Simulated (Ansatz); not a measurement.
# One shape, several levels: CHFO (formyl fluoride)

Aim: a comparison of 6 runs (UHF/STO-3G, B3LYP/STO-3G, HSE06/STO-3G, r2SCAN/STO-3G, wB97M-V/STO-3G, wB97X/STO-3G) of CHFO (formyl fluoride). 

The results are computed with Ansatz 0.2.0.

62 further runs of the same task are left out: 2 that didn't finish, 60 set aside as unsound or not needed.

## 1. The system as given

The species is CHFO (4 atoms), meant as a singlet with charge 0. SMILES: `O=CF`. The H4–C2 distance was set to 1.645 Å, away from the relaxed value. At this shape a bond of the SMILES string is far longer than usual.

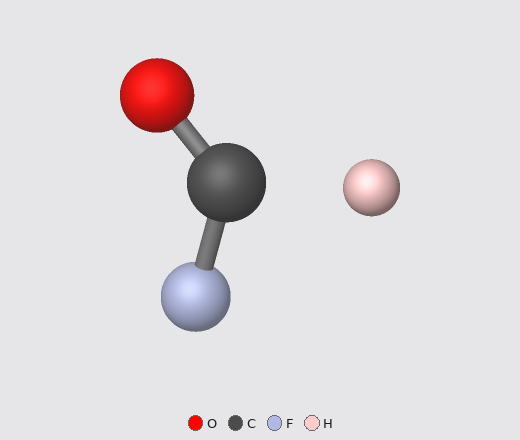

The structure, seen from a chosen angle (oxygen red, carbon dark grey, fluorine light blue, hydrogen pink).

## 2. A single-point energy at UHF/STO-3G (run 1)

Input file input.yaml:

```yaml
crystal:
  periodic: [false, false, false]
  atoms:
    - {symbol: O, position_ang: [-1.087800, -0.176602, 1.172308]}
    - {symbol: C, position_ang: [-0.244860, -0.310262, 0.366188]}
    - {symbol: F, position_ang: [0.386740, -1.469592, 0.162748]}
    - {symbol: H, position_ang: [0.350540, 0.823120, -0.667550]}
basis:
  gaussian: {orbitals: STO-3G}
hamiltonian: {xc: hf}
magnetization: {spin_polarized: true, initial_magnetization: 0}
accuracy: high
```

On the command line:

```bash
ansatz run input.yaml --threads 1 --pin off --max-ram 3480MiB --events-out events.jsonl --progress --plain --runs-dir runs
```

The log of the run:

```text
Warning: RAYON_NUM_THREADS=1 ignored (pool sized by the plan → 1); use --threads N
Functional definition: HF
  name "HF"
  exchange = exact_x
  correlation = 0
273 factors; integrals over basis functions are off by at most 4.9e-8 eV
mean field evaluation 1: about -5702.5356 eV, gradient 2.5e1 eV
mean field evaluation 2: about -5702.6126 eV, gradient 2.6e1 eV
mean field evaluation 4: about -5706.6943 eV, gradient 1.9e0 eV
mean field evaluation 8: about -5706.7620 eV, gradient 5.0e-5 eV
mean field evaluation 16: about -5706.8516 eV, gradient 4.5e-1 eV
mean field evaluation 32: about -5706.4093 eV, gradient 3.1e0 eV
mean field evaluation 64: about -5695.1726 eV, gradient 2.2e1 eV
mean field -5706.88848588 eV, -209.7242835883 hartree, gradient 1.5e-8 eV, S^2 0.378257; 2 other end points of the search recorded, 0 dependent functions left out
reference -5706.88848588 eV, -209.7242835883 hartree; 12, 12 occupied and 4, 4 virtual orbitals, 273 factors
Total energy: -5706.88848588 eV, -209.7242835883 hartree
```

It took 0.26 s on 1 thread of Intel Xeon Platinum 8259CL at 2.50GHz (Skylake/Cascade Lake), shared host.

## 3. A single-point energy at B3LYP/STO-3G (run 2)

Input file run.yaml:

```yaml
crystal:
  periodic: [false, false, false]
  atoms:
    - {symbol: O, position_ang: [-1.087800, -0.176602, 1.172308]}
    - {symbol: C, position_ang: [-0.244860, -0.310262, 0.366188]}
    - {symbol: F, position_ang: [0.386740, -1.469592, 0.162748]}
    - {symbol: H, position_ang: [0.350540, 0.823120, -0.667550]}
basis:
  gaussian: {orbitals: STO-3G}
accuracy: high
hamiltonian: {xc: {name: B3LYP}}
```

On the command line:

```bash
ansatz run run.yaml --threads 1 --pin off --max-ram 3480MiB --events-out events.jsonl --progress --plain --runs-dir runs
```

The log of the run:

```text
Warning: RAYON_NUM_THREADS=1 ignored (pool sized by the plan → 1); use --threads N
Functional definition: B3LYP
  name "B3LYP"
  parameter a0 = 0.2
  parameter ax = 0.72
  parameter ac = 0.81
  exchange = (1 - a0 - ax)*slater_x + ax*b88_x + a0*exact_x
  correlation = (1 - ac)*vwn_rpa_c + ac*lyp_c
273 factors; integrals over basis functions are off by at most 4.9e-8 eV
mean field evaluation 1: about -5730.3172 eV, gradient 3.0e1 eV
mean field evaluation 2: about -5721.5698 eV, gradient 7.0e1 eV
mean field evaluation 4: about -5732.9750 eV, gradient 2.3e0 eV
mean field evaluation 8: about -5732.9507 eV, gradient 3.2e-2 eV
mean field evaluation 16: about -5732.9507 eV, gradient 1.5e-7 eV
mean field -5732.95071224 eV, -210.6820527413 hartree, gradient 1.8e-8 eV, S^2 0.000000; 0 other end points of the search recorded, 0 dependent functions left out
reference -5732.95073113 eV, -210.6820534356 hartree; 12, 12 occupied and 4, 4 virtual orbitals, 273 factors
Total energy: -5732.95073113 eV, -210.6820534356 hartree
```

It took 0.87 s on 1 thread of Intel Xeon Platinum 8259CL at 2.50GHz (Skylake/Cascade Lake), shared host.

Runs 3 to 4 aren't shown in full; the table further down has their settings and results.

## 4. A single-point energy at wB97M-V/STO-3G (run 5)

Input file job.yaml:

```yaml
crystal:
  periodic: [false, false, false]
  atoms:
    - {symbol: O, position_ang: [-1.087800, -0.176602, 1.172308]}
    - {symbol: C, position_ang: [-0.244860, -0.310262, 0.366188]}
    - {symbol: F, position_ang: [0.386740, -1.469592, 0.162748]}
    - {symbol: H, position_ang: [0.350540, 0.823120, -0.667550]}
basis:
  gaussian: {orbitals: STO-3G}
hamiltonian: {xc: {name: wB97M-V}}
accuracy: high
```

On the command line:

```bash
ansatz run job.yaml --threads 1 --pin off --max-ram 3480MiB --events-out events.jsonl --progress --plain --runs-dir runs
```

The log of the run:

```text
Warning: RAYON_NUM_THREADS=1 ignored (pool sized by the plan → 1); use --threads N
Functional definition: wB97M-V
  name "wB97M-V"
  parameter omega = 0.3/bohr
  parameter cx = 0.15
  parameter cx01 = 1.007
  parameter cx10 = 0.259
  parameter css00 = 0.443
  parameter css04 = -1.437
  parameter css10 = -4.535
  parameter css20 = -3.390
  parameter css43 = 4.278
  parameter cos00 = 1.000
  parameter cos10 = 1.358
  parameter cos20 = 2.924
  parameter cos21 = -8.812
  parameter cos60 = -1.390
  parameter cos61 = 9.142
  parameter b = 6.0
  parameter c = 0.01
  gx(w, u) = 1 - cx + cx01*u + cx10*w
  gss(w, u) = css00 + css04*u^4 + css10*w + css20*w^2 + css43*w^4*u^3
  gos(w, u) = cos00 + cos10*w + (cos20 + cos21*u)*w^2 + (cos60 + cos61*u)*w^6
  exchange = spin_sum(e_x_unif_sr(omega)*gx(b97_w, b97_u_x)) + cx*exact_x_sr(omega) + exact_x_lr(omega)
  correlation = spin_sum(e_c_pw_mod_same_spin*gss(b97_w, b97_u_same))
      + integral(e_c_pw_mod_opposite_spin*gos(b97_w_opposite, b97_u_opposite)) + vv10(b, c)
273 factors; integrals over basis functions are off by at most 4.9e-8 eV
120 factors; integrals over basis functions are off by at most 6.4e-10 eV
mean field evaluation 1: about -5729.5122 eV, gradient 3.6e1 eV
mean field evaluation 2: about -5728.5011 eV, gradient 4.7e1 eV
mean field evaluation 4: about -5733.3930 eV, gradient 1.4e0 eV
mean field evaluation 8: about -5733.3513 eV, gradient 2.0e-2 eV
mean field evaluation 16: about -5733.3514 eV, gradient 1.1e-6 eV
mean field -5733.35135105 eV, -210.6967759460 hartree, gradient 3.3e-8 eV, S^2 0.000000; 0 other end points of the search recorded, 0 dependent functions left out
reference -5733.35135252 eV, -210.6967759999 hartree; 12, 12 occupied and 4, 4 virtual orbitals, 273 factors
Total energy: -5733.35135252 eV, -210.6967759999 hartree
```

Wall time 11 s (1 thread of Intel Xeon Platinum 8259CL at 2.50GHz (Skylake/Cascade Lake), shared host); peak memory 0.23 GiB.

## 5. A single-point energy at wB97X/STO-3G (run 6)

Input file input.yaml:

```yaml
crystal:
  periodic: [false, false, false]
  atoms:
    - symbol: O
      position_ang: [-1.087800, -0.176602, 1.172308]
    - symbol: C
      position_ang: [-0.244860, -0.310262, 0.366188]
    - symbol: F
      position_ang: [0.386740, -1.469592, 0.162748]
    - symbol: H
      position_ang: [0.350540, 0.823120, -0.667550]
basis:
  gaussian:
    orbitals: STO-3G
hamiltonian:
  xc: {name: wB97X}
accuracy: high
```

On the command line:

```bash
ansatz run input.yaml --threads 1 --pin off --max-ram 3480MiB --events-out events.jsonl --progress --plain --runs-dir runs
```

The log of the run:

```text
Warning: RAYON_NUM_THREADS=1 ignored (pool sized by the plan → 1); use --threads N
Functional definition: wB97X
  name "wB97X"
[... 1 set-up line as earlier in the session ...]
  parameter cx = 0.157706
  parameter cx1 = 0.726479
  parameter cx2 = 1.04760
  parameter cx3 = -5.70635
  parameter cx4 = 13.2794
  parameter css1 = -4.33879
  parameter css2 = 18.2308
  parameter css3 = -31.7430
  parameter css4 = 17.2901
  parameter cos1 = 2.37031
  parameter cos2 = -11.3995
  parameter cos3 = 6.58405
  parameter cos4 = -3.78132
  exchange = spin_sum(e_x_unif_sr(omega)*poly(b97_u_x, 1 - cx, cx1, cx2, cx3, cx4)) + cx*exact_x_sr(omega)
      + exact_x_lr(omega)
  correlation = spin_sum(e_c_pw_same_spin*poly(b97_u_same, 1, css1, css2, css3, css4))
      + integral(e_c_pw_opposite_spin*poly(b97_u_opposite, 1, cos1, cos2, cos3, cos4))
273 factors; integrals over basis functions are off by at most 4.9e-8 eV
120 factors; integrals over basis functions are off by at most 6.4e-10 eV
mean field evaluation 1: about -5728.6847 eV, gradient 3.5e1 eV
mean field evaluation 2: about -5727.9601 eV, gradient 4.5e1 eV
mean field evaluation 4: about -5732.4616 eV, gradient 1.3e0 eV
mean field evaluation 8: about -5732.4186 eV, gradient 1.7e-2 eV
mean field evaluation 16: about -5732.4186 eV, gradient 1.4e-7 eV
mean field -5732.41858652 eV, -210.6624974816 hartree, gradient 4.5e-8 eV, S^2 0.000000; 0 other end points of the search recorded, 0 dependent functions left out
reference -5732.41858553 eV, -210.6624974452 hartree; 12, 12 occupied and 4, 4 virtual orbitals, 273 factors
Total energy: -5732.41858553 eV, -210.6624974452 hartree
```

Run time: 4.5 s. Hardware: 1 thread of Intel Xeon Platinum 8259CL at 2.50GHz (Skylake/Cascade Lake), shared host; peak memory 0.21 GiB.

## 6. Overview of the runs

```tsv
run	level	energy (Eh)	wall time
1	UHF/STO-3G	-209.724284	0.26 s
2	B3LYP/STO-3G	-210.682053	0.87 s
3	HSE06/STO-3G	-210.496898	1.1 s
4	r2SCAN/STO-3G	-210.637710	1.8 s
5	wB97M-V/STO-3G	-210.696776	11 s
6	wB97X/STO-3G	-210.662497	4.5 s
```

## 7. Results

| quantity | value |
| --- | --- |
| run 6: total energy | -210.66250 Eh |

**Reading.** Totals of different functionals can't be ranked against each other. In runs 1, 2, 3, 4, 5, 6 the basis is minimal, so the values are rough. Spin contamination of the reference: run 1 ⟨S²⟩ = 0.38. All runs together took 20 s, the longest 11 s.
